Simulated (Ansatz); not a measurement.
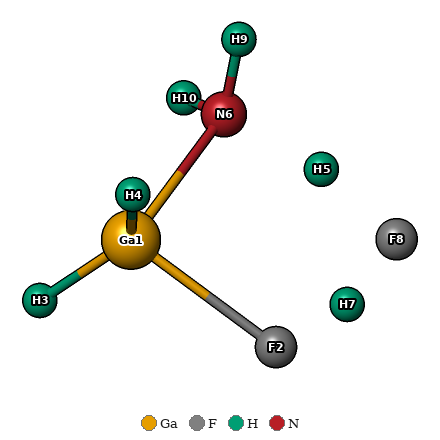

The system is the reacting system F2GaH6N (fragments FGaH₂ + H₃N + FH where the first distance is long, FGaH₅N + FH where the second is long); the picture shows the reference structure. The first coordinate is: distance Ga1–N6 (bond that forms); the second: distance Ga1–F2 (bond that breaks). Relaxed at each point: all other coordinates. Grid: 11 × 11 points. Points are written as (first, second). Energies are in kJ/mol, from a guessed transition structure relaxed with its forming and breaking bonds held. Energies and slopes of some neighbouring points disagree (a jump in structure or state, or too coarse a mesh). The reference is spin-restricted, so regions where a bond is pulled apart into radicals lie too high. Theory: Ansatz, RHF/def2-SVP.

Its coordinates:

```xyz
10

Ga   -0.6598    0.3709   -1.2372
F    -1.5869   -1.0021    0.0947
H    -0.2014   -0.5074   -2.4375
H    -1.5135    1.6660   -1.1124
H     0.6578   -0.3443    1.1699
N     1.0503    0.5093    0.2210
H    -0.8849   -1.1962    1.0460
F     0.0296   -1.1482    1.8180
H     1.1761    1.4309    0.6063
H     1.9327    0.2212   -0.1687
```

Range: distance Ga1–N6 (bond that forms) from 1.737 to 3.537 Å; distance Ga1–F2 (bond that breaks) from 1.638 to 3.438 Å.

Predict the map.

The lowest grid point is at (2.137 Å, 1.879 Å), −178 kJ/mol from a guessed transition structure relaxed with its forming and breaking bonds held. The energy also falls towards the edge at (2.137 Å, 3.438 Å) (20 kJ/mol above the lowest), where a further well may lie outside the range. The highest grid point, (2.890 Å, 2.791 Å), lies 301 kJ/mol above the lowest.

| second ↓, first → | 1.737 | 1.838 | 1.978 | 2.137 | 2.310 | 2.494 | 2.688 | 2.890 | 3.099 | 3.315 | 3.537 |
| --- | --- | --- | --- | --- | --- | --- | --- | --- | --- | --- | --- |
| 3.438 | −50 | −108 | −146 | −158 | −153 | −140 | −124 | −108 | −95 | −84 | −75 |
| 3.216 | −49 | −107 | −146 | −158 | −153 | −140 | −124 | −109 | −96 | −85 | −76 |
| 3.000 | −46 | −104 | −144 | −157 | −152 | −140 | −125 | −110 | −97 | −86 | −78 |
| 2.791 | −10 | −34 | −30 | 8 | 34 | 64 | 95 | 123 | −98 | −88 | −80 |
| 2.589 | −14 | −39 | −23 | −21 | −2 | 24 | 52 | 78 | 100 | 118 | −82 |
| 2.395 | 16 | −33 | −61 | −63 | −47 | −23 | 2 | 26 | 46 | 63 | 76 |
| 2.211 | −21 | −73 | −104 | −109 | −95 | −74 | −51 | −30 | −11 | 4 | 17 |
| 2.038 | −56 | −110 | −144 | −151 | −141 | −122 | −101 | −82 | −65 | −50 | −39 |
| 1.879 | −76 | −132 | −169 | −178 | −170 | −154 | −135 | −117 | −102 | −88 | −78 |
| 1.739 | −66 | −124 | −162 | −174 | −168 | −154 | −137 | −121 | −107 | −94 | −85 |
| 1.638 | −25 | −84 | −124 | −138 | −134 | −121 | −106 | −91 | −77 | −66 | −56 |

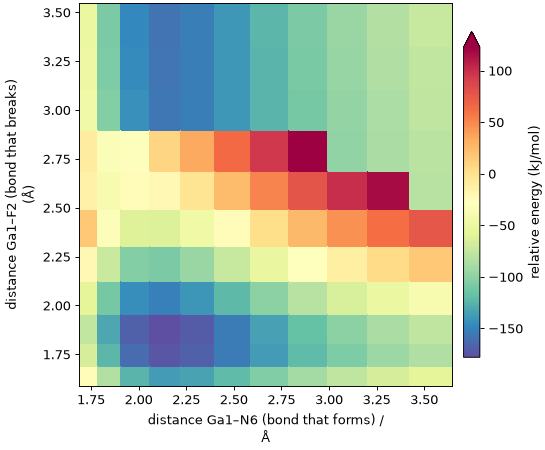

The picture shows one coloured cell a grid point, one colour for all values above the top of the scale.

Time for the 121 points that were run: 27 min on 1 thread of Arm Neoverse V2, with other jobs on the host.
